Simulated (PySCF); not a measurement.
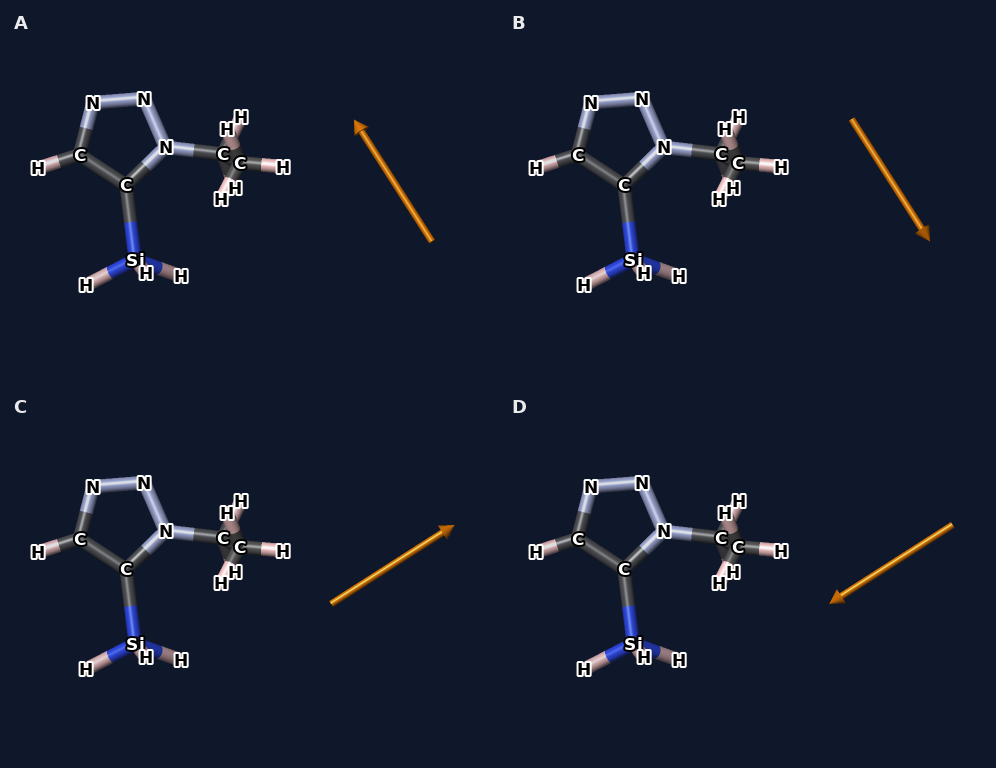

The same molecule four times, each with an arrow. The computed structure is the end point of a GFN2-xTB optimisation. No frequency run is at hand to confirm it as a minimum. Level of theory: PBE0/pcSseg-1, gas phase (PySCF 2.14.0).

> Which arrow points along the dipole moment, from the negative to the positive end?

B. The dipole moment is 4.37 D.

The geometry is semi-empirical. Around Si such bond lengths and angles can be off by a tenth of an ångström or more and by several degrees, and values that hang on the shape move with them.
